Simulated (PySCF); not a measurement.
# C8H4In ([In(CCH)4]-): the cost of one run

Programs: PySCF 2.14.0, with routines of our own; each step states its level. All values are computed. Atoms count from 0.

## (1) The starting structure

13 atoms, charge -1, multiplicity 1; geometry from: GFN2-xTB.

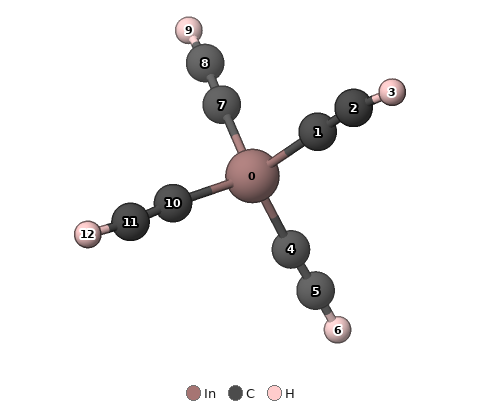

The starting geometry (indium brown, carbon dark grey, hydrogen pink); sticks join atoms by distance alone.

## (2) Optimising the geometry at PBE0-D3(BJ)/def2-SVP

What the job is given:

```
{"job": {"xc": "PBE0", "basis": "def2-SVP", "d3": "d3bj", "grid": 1, "maxiter": 30, "shake": 0.03, "kind": "geom"}, "charge": -1, "multiplicity": 1}
In     0.066040    -0.079640     0.007230
C     -0.012980    -0.018130     2.140750
C     -0.056770    -0.008080     3.327240
H      0.095130     0.003830     4.401570
C      2.026610    -0.017190    -0.751940
C      3.163860     0.022520    -1.119000
H      4.205900     0.008930    -1.455120
C     -0.967000     1.769730    -0.737510
C     -1.592440     2.751640    -1.065340
H     -2.095410     3.592620    -1.445260
C     -1.041450    -1.767540    -0.694380
C     -1.577250    -2.737460    -1.094140
H     -2.183600    -3.573340    -1.491910
```

On the command line:

```
$ OMP_NUM_THREADS=1 python heavy_run.py task.json out
```

This one command runs all jobs of the session in turn.

**Question.** How long does this first job take on 1 thread of Arm Neoverse V1, shared host, and how much memory does it need?

About 1.8 min, with a peak of 0.61 GiB.
